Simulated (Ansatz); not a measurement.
**Ligand exchange: SiH(SiH3)F2 + SiH4 → SiH(SiH3)2F + HF**

Species: SiH(SiH3)F2, singlet; SiH4 `[SiH4]`, singlet; SiH(SiH3)2F, singlet; HF (hydrogen fluoride), singlet. The partners trade F for SiH3: Si–F and H–SiH3 bonds give way to Si–SiH3 and H–F.

Shapes, held fixed at every level: PBE0-D4/def2-TZVP. Programs: Ansatz 0.2.0. The zero-point and thermal change to 298 K, harmonic and unscaled (PBE0-D4/def2-TZVP), is +3.6 kJ/mol.

```json
{"level": "SPW92/def2-TZVPP", "kind": "LDA", "ΔH(298 K) (kJ/mol)": "+136.6", "less CCSD(T)/CBS estimate": "-15.1", "CPU time (sum over the molecules)": "7.6 s"}
{"level": "r2SCAN-D4/def2-TZVPP", "kind": "meta-GGA", "ΔH(298 K) (kJ/mol)": "+152.6", "less CCSD(T)/CBS estimate": "+0.9", "CPU time (sum over the molecules)": "29 s"}
{"level": "wB97M-V/def2-TZVPP", "kind": "range-separated hybrid", "ΔH(298 K) (kJ/mol)": "+159.8", "less CCSD(T)/CBS estimate": "+8.1", "CPU time (sum over the molecules)": "66 s"}
{"level": "MP2/def2-SVP", "kind": "perturbation theory", "ΔH(298 K) (kJ/mol)": "+157.1", "less CCSD(T)/CBS estimate": "+5.4", "CPU time (sum over the molecules)": "–"}
{"level": "CCSD(T)/def2-TZVPP", "kind": "coupled cluster or CI", "ΔH(298 K) (kJ/mol)": "+154.7", "less CCSD(T)/CBS estimate": "+3.0", "CPU time (sum over the molecules)": "8.2 min"}
{"level": "CCSD/def2-TZVPP", "kind": "coupled cluster or CI", "ΔH(298 K) (kJ/mol)": "+158.7", "less CCSD(T)/CBS estimate": "+7.0", "CPU time (sum over the molecules)": "–"}
{"level": "CCSD(T)/CBS estimate", "kind": "coupled cluster or CI", "ΔH(298 K) (kJ/mol)": "+151.7", "less CCSD(T)/CBS estimate": "0.0", "CPU time (sum over the molecules)": "10 min"}
```

The highest level, CCSD(T)/CBS estimate, gives ΔH(298 K) = +151.7 kJ/mol; the levels span +136.6 to +159.8. The column of differences is taken from that level and isn't an error. No measured value is set beside it here. The CBS estimate extrapolates MP2 from def2-TZVPP and def2-QZVPP and adds CCSD(T) − MP2 in the triple-zeta set, cores frozen. Times are processor times on shared x86 and Arm servers, and rough.

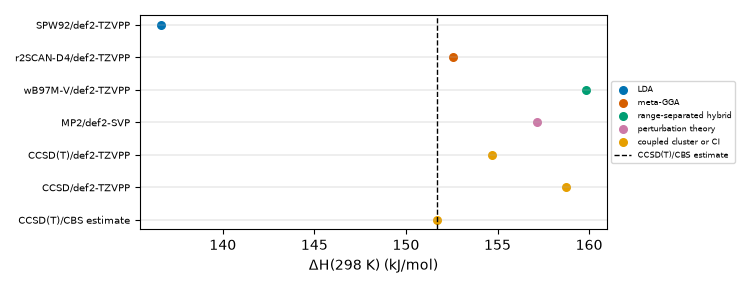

The values of the table, level by level.
